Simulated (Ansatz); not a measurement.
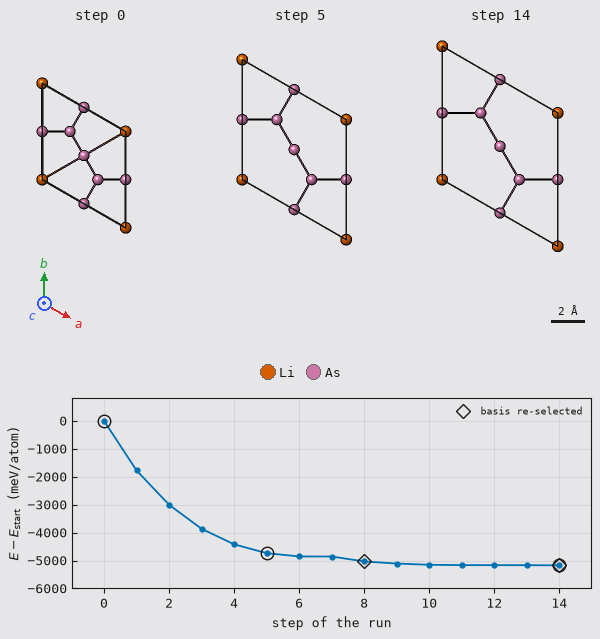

Frames of a relaxation of a crystal of Li$_{2}$As$_{5}$ (a generated structure, set up in P6/mmm) (coarse preliminary run), marked on the history of the run. Style: ball-and-stick. Shown: the cell of the calculation, along the c axis.

Computed with Ansatz, DFT PBE, scalar-relativistic, plane waves, PAW. (plane-wave cutoff 420 eV; k-point mesh 3 × 3 × 4; occupations gaussian; smearing width 0.1 eV; no spin polarisation; cell and atoms relaxed; force threshold 0.04 eV/Å; at most 70 steps)

What happens along the run?

Answer. After 12 accepted moves (14 points after the start) the energy has fallen by 5173 meV per atom. The largest force component goes from 2.6 to 0.0039 eV/Å. The pressure goes from 104.82 to 0.16 GPa. At 2 points the geometry stayed and the basis and grid were re-selected for the new cell (energy shift of 176 meV per atom at most each time). The largest moves relative to the cell, 0.37 Å, are those of Li atoms. As stays in place. Cell: a = b 5.960 → 8.253 Å (+38.5 %), c 5.093 → 5.990 Å (+17.6 %). Volume +125.5 %. Some distances before and after: As–Li 3.103 → 4.354 Å, As–As 2.980 → 4.126 Å, Li–Li 1.731 → 2.780 Å, As–As 1.720 → 2.382 Å. The space group stays P6/mmm (No. 191). The run took 31 s on 1 thread of AMD EPYC 9R45 96-Core Processor (Zen 5) (shared host), peak memory 0.62 GiB. From step 0 to 5: Li atoms move most (0.25 Å), volume +64.2 %, energy −4737 meV per atom. From step 5 to 14: Li atoms move most (0.09 Å), volume +37.4 %, energy −437 meV per atom.

```tsv
step	E − E(0), meV/atom	largest force component, eV/Å	pressure, GPa	volume, Å³/atom	note
0	0.00	2.5965	104.82	22.378	
1	-1776.79	2.3688	69.11	24.643	
2	-3004.92	2.0330	44.78	27.060	
3	-3865.96	1.5531	27.20	30.599	
4	-4421.01	1.1236	15.66	33.858	
5	-4736.82	0.6258	7.30	36.741	
6	-4855.00	0.1474	0.89	37.933	
7	-4857.28	0.0103	0.03	38.139	
8	-5033.66	0.0069	5.39	38.139	same geometry, new basis
9	-5109.77	0.0291	2.93	41.071	
10	-5153.19	0.0080	0.98	45.173	
11	-5164.81	0.0111	0.19	48.286	
12	-5166.93	0.1009	0.00	50.516	
13	-5167.53	0.0038	-0.03	50.471	
14	-5173.49	0.0039	0.16	50.471	same geometry, new basis
```
